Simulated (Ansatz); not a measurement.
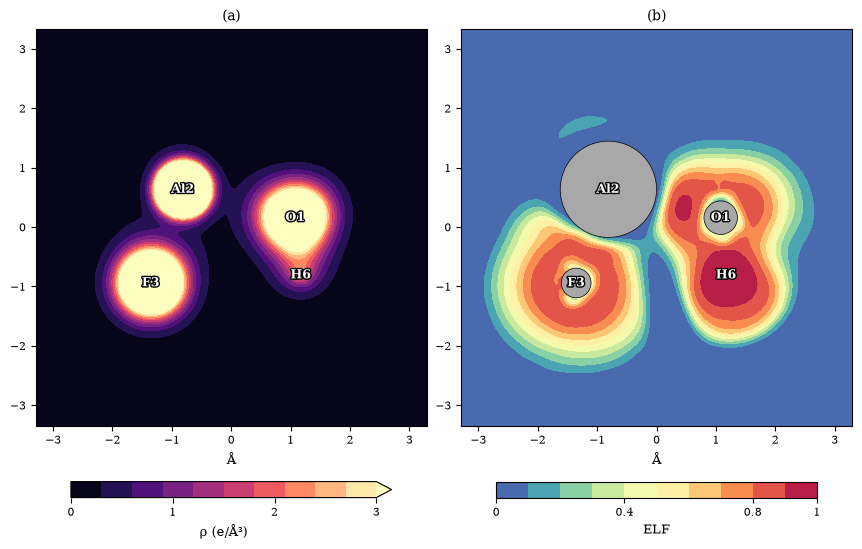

Figure. AlF3H2O (SMILES [OH2+][Al-]([F])([F])[F]). (a) electron density; (b) electron localisation function on the plane of atoms Al2, O1 and H6. Grey discs cover the atomic cores in the ELF map.

Method: RKS r2SCAN-D4/def2-SVP (Ansatz 0.2.0).

```xyz
7

O    -0.9202    0.5907    0.2673
Al    0.5191   -0.5572   -0.3784
F     0.8069   -1.2658    1.1044
F    -0.1246   -1.5070   -1.5751
F     1.5063    0.7072   -0.8370
H    -1.0575    0.4411    1.2177
H    -0.6687    1.5228    0.1554
```

**What do the fields say about this system?**

- The section cuts through O, Al, F and H sites.
- Al–F (1.67 Å): ρ is about 0.79 e/Å³ halfway; the ELF peaks at about 0.85 in the valence shell of F, 0.5 Å from its nucleus, and is about 0.25 at the midpoint.
- Al–O (1.95 Å): the density is about 0.46 e/Å³ at the midpoint; the ELF peaks at about 0.90 in the valence shell of O, 0.7 Å from its nucleus, and is about 0.50 at the midpoint.
- O–H (0.97 Å): the density is about 3.7 e/Å³ at the midpoint; the ELF climbs to about 1 towards the hydrogen, as it does in any bond to H (a covalent bond by its length).
- The ELF also peaks beside F3, away from the bonds: lone-pair regions.
